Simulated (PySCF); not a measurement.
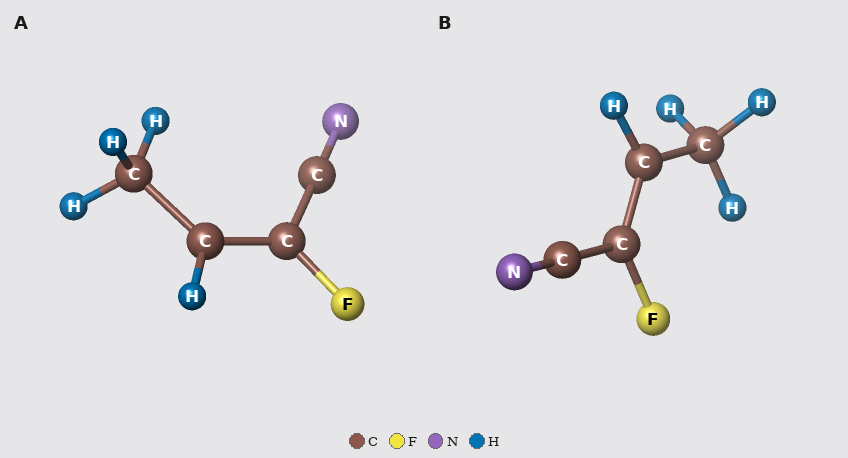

2 stationary structures of one formula. Geometries: PBE0-D3(BJ)/def2-SVP. Electronic energies: PBE0-D3(BJ)/def2-SVP (PySCF 2.14.0), without zero-point energy. No frequency run is at hand to confirm each as a minimum.

**Are they conformers, stereoisomers or constitutional isomers?**

They are stereoisomers of C4H4FN: A `C/C=C(/F)C#N`, B `C/C=C(\F)C#N`.

**Rank them by energy, lowest first.**

B is lowest; A lies 2.0 kJ/mol above it.
